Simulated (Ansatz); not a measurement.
GaH$_{5}$S (SMILES [SH2+][GaH3-])

Input file:

```
crystal:
  periodic: [false, false, false]
  atoms:
    - { symbol: S, position_ang: [-0.5725, -1.29, 0.1047] }
    - { symbol: Ga, position_ang: [0.0861, 0.8564, -0.0905] }
    - { symbol: H, position_ang: [-0.2492, -1.7568, 1.2834] }
    - { symbol: H, position_ang: [-0.0154, -1.9831, -0.928] }
    - { symbol: H, position_ang: [-0.382, 1.4571, -1.5225] }
    - { symbol: H, position_ang: [-0.5302, 1.756, 1.1063] }
    - { symbol: H, position_ang: [1.7244, 0.8923, 0.0009] }
basis:
  gaussian: { orbitals: def2-SVP }
hamiltonian:
  xc: pbe
  dispersion: d4
relax:
  f_tol: 0.015
  max_steps: 40
output:
  orbitals: {}
```

Run with:

```sh
ansatz run input.yaml --threads 1 --pin off --max-ram 2048MiB --backend cpu --events-out ev --progress --plain --runs-dir out
```

The fields are those of the relaxed geometry.

All numbers below come from Ansatz 0.2.0, RKS PBE-D4/def2-SVP.

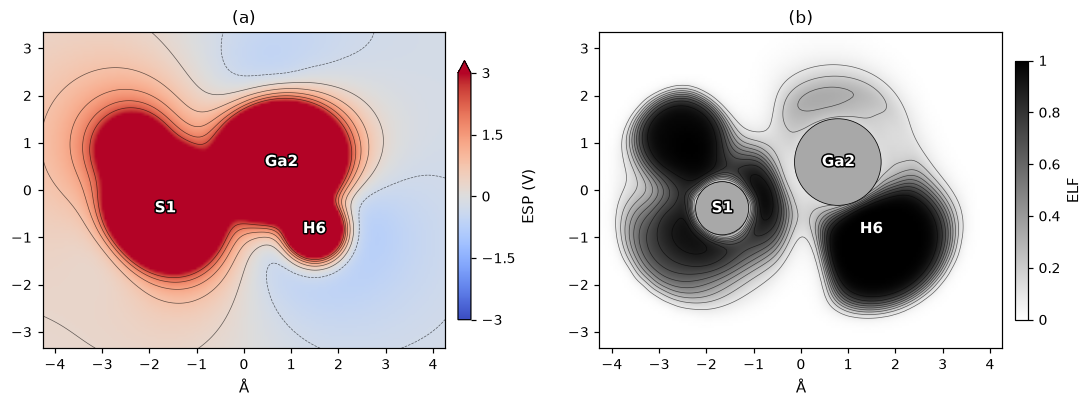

Figure 1. (a) molecular electrostatic potential; (b) electron localisation function on the plane of atoms S1, Ga2 and H6. Grey discs cover the atomic cores in the ELF map.

Q: What does the map show?

A:
- The plane passes through S, Ga and H nuclei.
- Ga–S (2.64 Å): the ELF peaks at about 0.95 in the valence shell of S, 0.9 Å from its nucleus, and is about 0.50 at the midpoint.
- Ga–H (1.58 Å): the ELF climbs to about 1 towards the hydrogen.
- The ELF also peaks beside S1, away from the bonds: lone-pair regions.
- Outside the dense part of the molecule the potential is most negative (−0.7 V) near H5 and H6.

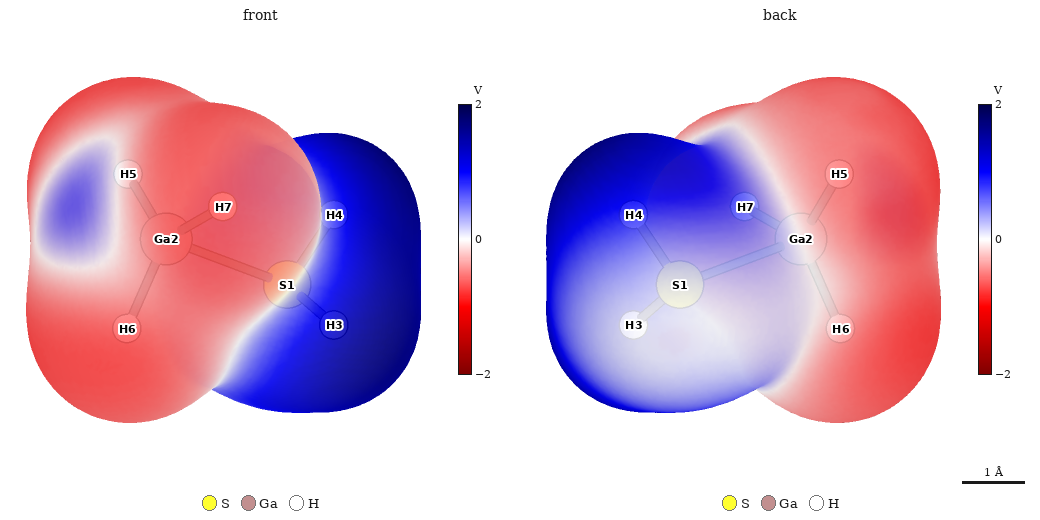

Figure 2. The electrostatic potential painted on the density surface at 0.001 e/bohr³, seen from the front and from behind; red is negative and blue positive.

Q: Where is the surface potential most negative and most positive?

A: The most negative region (about −0.8 V) lies over H5 and H6, the most positive (about +1.7 V) over H3 and H4.

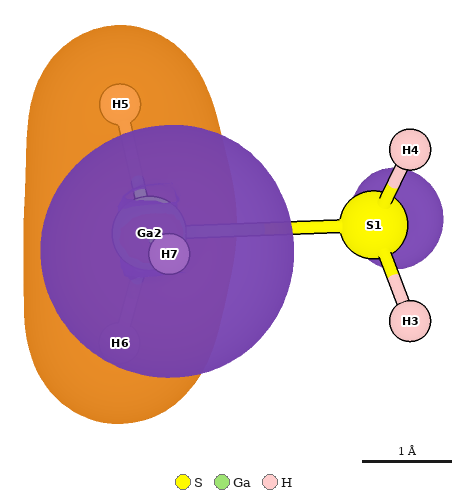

Figure 3. The HOMO at ±0.08 Å⁻³ᐟ² (orange and purple are the two phases), seen across its widest extent.

Q: What is the character of this orbital?

A: It lies mainly on H7 (about 40 %), Ga2 (about 40 %), H5 (about 10 %) and H6 (about 10 %). Its energy is −6.56 eV.
